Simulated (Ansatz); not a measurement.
A series of calculations on BSiH$_{6}$OF

Part 1: Relaxation

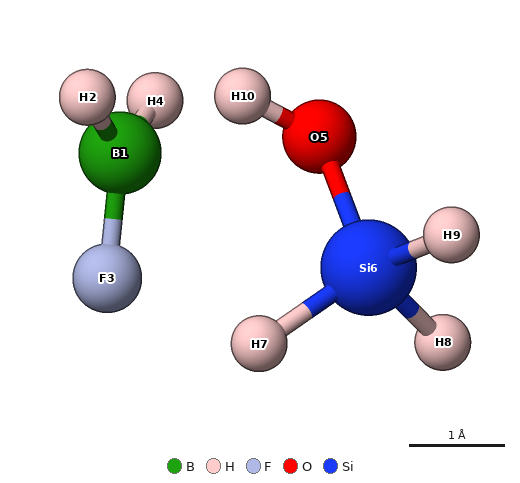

Starting structure of BSiH6OF. Style: ball-and-stick. Shown from a free direction.

The run prepares an end point of a later path (reaction) calculation, from a guessed geometry.

These are results of RKS PBE0-D4/6-31G* (Ansatz 0.2.0), not measurements.

The input:
```yaml
crystal:
  periodic: [false, false, false]
  atoms:
    - { symbol: B, position_ang: [0.057649, -0.317149, -0.211648] }
    - { symbol: H, position_ang: [-0.6587, -0.676445, 0.681425] }
    - { symbol: F, position_ang: [1.364985, -0.401989, -0.01899] }
    - { symbol: H, position_ang: [-0.351554, 0.021931, -1.286053] }
    - { symbol: O, position_ang: [-0.419837, 1.783581, 1.249453] }
    - { symbol: Si, position_ang: [0.804031, 2.360054, 2.238475] }
    - { symbol: H, position_ang: [1.559533, 1.242019, 2.875655] }
    - { symbol: H, position_ang: [1.701244, 3.162102, 1.37057] }
    - { symbol: H, position_ang: [0.256806, 3.225909, 3.323333] }
    - { symbol: H, position_ang: [-0.867457, 0.962987, 1.55718] }
basis:
  gaussian: { orbitals: "6-31G*" }
hamiltonian:
  xc: pbe0
  dispersion: d4
relax:
  f_tol: 0.03
  max_steps: 50
```

Command:
```bash
ansatz run input.yaml --threads 1 --pin off --max-ram 2048MiB --backend cpu --events-out ev --progress --plain --runs-dir out
```

Predict the outcome.

The atom that moves furthest after the best rigid fit is F3 (0.73 Å). Largest moves by element: F 0.73 Å, B 0.54 Å, H 0.51 Å, O 0.43 Å, Si 0.39 Å. Among the contacts that change: F3–Si6 3.611 → 2.525 Å, B1–O5 2.603 → 1.681 Å, B1–Si6 3.705 → 2.834 Å, B1–F3 1.324 → 1.399 Å. New bonds form, among them: B1–O5 (2.60 → 1.68 Å). Among the angles between lasting bonds that change: O5–Si6–H9 111.2° → 101.0°, H7–Si6–H8 110.4° → 115.1°, H2–B1–H4 123.2° → 118.6°. Groups turn about O5–Si6 by about 45°. After 10 geometry steps the energy has fallen by 37.4 kJ/mol. Largest force component: 0.9 eV/Å at the start, 0.018 eV/Å at the end.

Final geometry:

```xyz
10

B     0.0522    0.0975    0.1400
H    -0.4548   -0.8665    0.6687
F     1.4290    0.2279    0.3506
H    -0.3203    0.4136   -0.9616
O    -0.4340    1.3733    1.1213
Si    0.8923    2.0545    2.0094
H     1.5843    1.0628    2.8589
H     1.7607    2.7885    1.0730
H     0.1781    3.0161    2.8950
H    -1.2408    1.1953    1.6241
```

The end point in the same view:

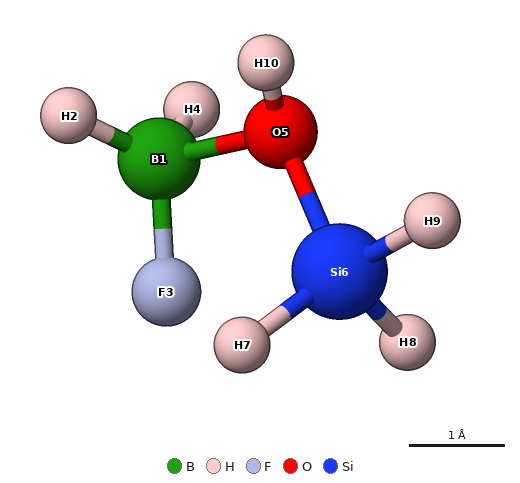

Part 2: Relaxation

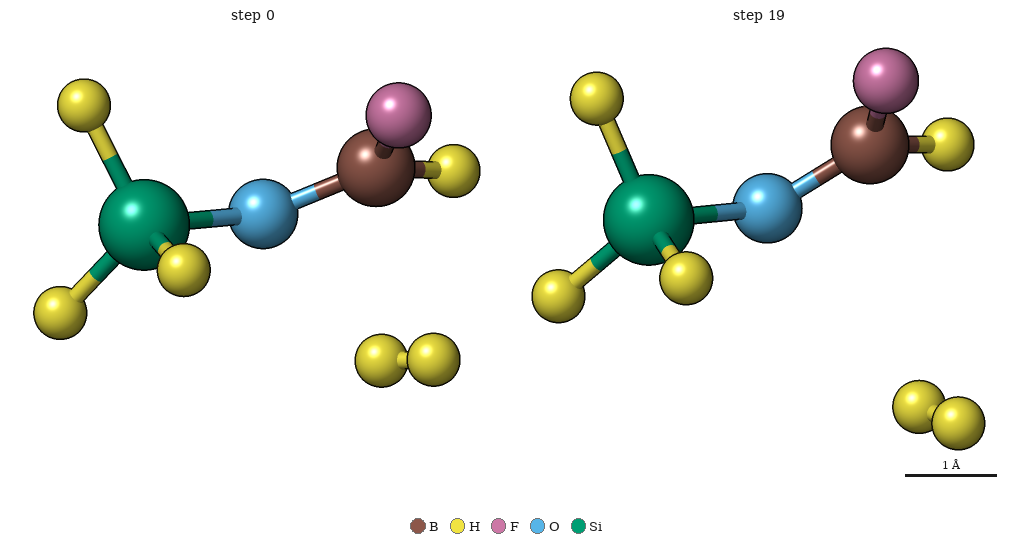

The structure of BSiH6OF before (left) and after (right) a relaxation, at one scale.

The picture is a ball-and-stick view, seen at a tilt.

The run prepares an end point of a later path (reaction) calculation, from a guessed geometry.

These are results of Ansatz 0.2.0, RKS PBE0-D4/6-31G*, not measurements. (no spin polarisation; force threshold 0.03 eV/Å; at most 50 steps)

Q: What changed between the two?

A: The atom that moves furthest after the best rigid fit is an H atom (0.80 Å). Largest moves by element: H 0.80 Å, F 0.47 Å, B 0.31 Å, O 0.07 Å, Si 0.06 Å. Among the contacts that change: H–H 0.709 → 0.744 Å, B–O 1.377 → 1.347 Å. The energy falls by 20.2 kJ/mol in 15 accepted moves (19 points after the start). Largest force component: 1.5 eV/Å at the start, 0.027 eV/Å at the end. The line search rejected the trial steps at points 11, 13, 15, 18 of the run. The forces were under the threshold at step 9, but the run went on from there.

Part 3: Path

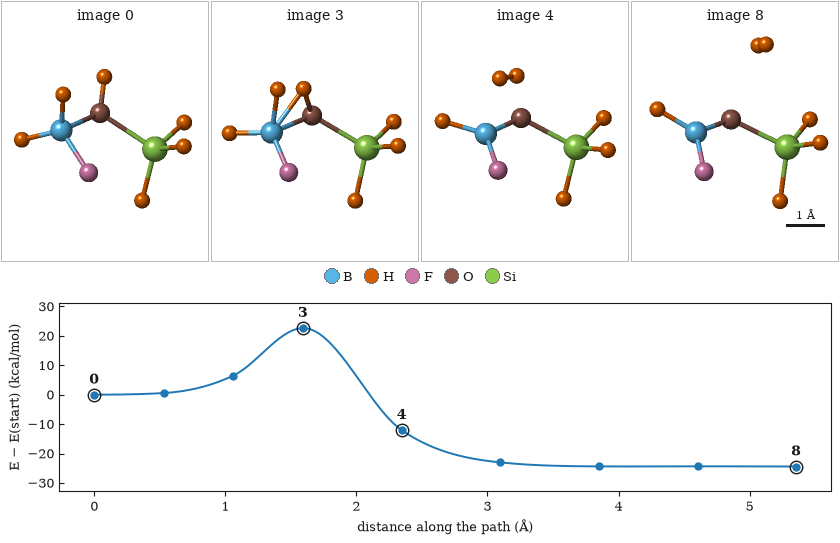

NEB run on BSiH6OF. Images are numbered from 0 (start) to 8 (end). The picture is a ball-and-stick view, seen at a tilt.

All numbers below come from RKS PBE0-D4/6-31G* in Ansatz. Set-up: 7 movable images; climbing image; force threshold 0.05 eV/Å; iteration limit 56; starting path through a guess of the saddle point.

Q: Describe the mechanism and the energy profile.

A: Breaking: B–H (1.21 → 3.50 Å), H–O (0.97 → 2.92 Å). Forming: H–H (2.40 → 0.74 Å). The highest point, image 3, lies 22.7 kcal/mol above the start and 47.1 kcal/mol above the end; the end is at −24.4 kcal/mol relative to the start. The band converged in 25 iterations. The largest component of the band force went from 5.5 to 0.05 eV/Å. The climbing image converged on the top of the path. Its vibrational analysis gives one imaginary mode (1467i cm⁻¹), as a transition state must have.
